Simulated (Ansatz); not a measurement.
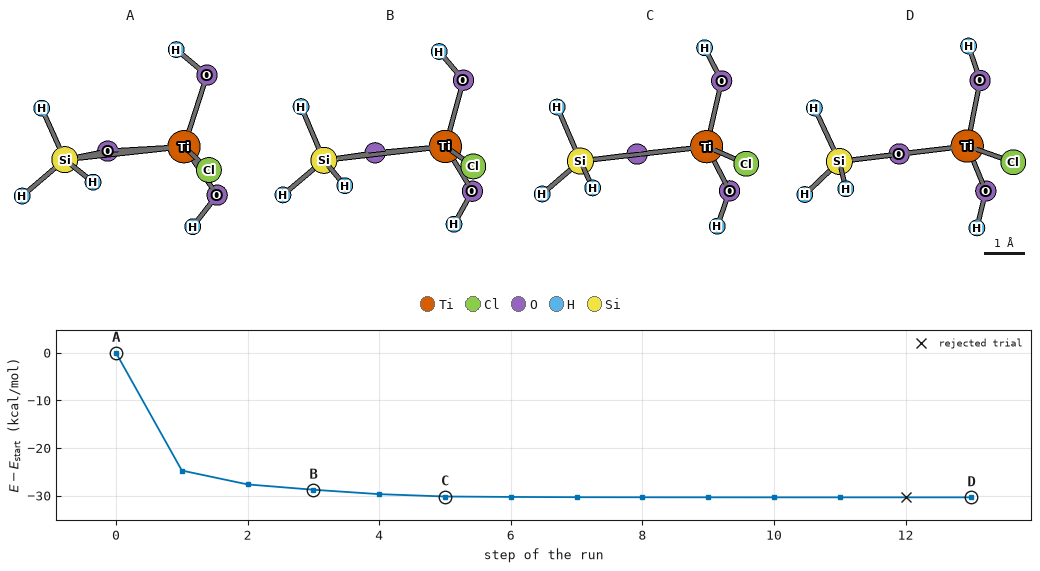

Frames of a relaxation of TiSiH5O3Cl, marked on the history of the run. Style: ball-and-stick. Shown at a tilt.

The run prepares the start of a later molecular dynamics calculation, from a guessed geometry.

The calculation used RKS PBE0-D4/def2-SVP in Ansatz 0.2.0. (no spin polarisation; force threshold 0.02 eV/Å; at most 40 steps)

> What happens along the run?

The atom that moves furthest after the best rigid fit is an H atom (0.74 Å). Largest moves by element: H 0.74 Å, Cl 0.72 Å, O 0.71 Å, Si 0.16 Å, Ti 0.09 Å. Some distances before and after: Si–Ti 3.194 → 3.419 Å, O–Ti 1.920 → 1.766 Å, Cl–Ti 2.370 → 2.217 Å, H–O 1.010 → 0.962 Å. Bond angles that change, for instance: Ti–O–Si 125.0° → 169.0°, Ti–O–H 109.5° → 132.2°, Ti–O–H 109.5° → 132.1°. Groups turn about O–Ti by about 25°. Over 12 accepted moves (13 points after the start) the energy falls by 30.3 kcal/mol. Largest force component: 3.3 eV/Å at the start, 0.0087 eV/Å at the end. The line search rejected the trial step at point 12 of the run. From step 0 to 3: an O atom moves most (0.32 Å), energy −28.7 kcal/mol. From step 3 to 5: the Cl atom moves most (0.34 Å), energy −1.42 kcal/mol. From step 5 to 13: the Cl atom moves most (0.21 Å), energy −0.18 kcal/mol.
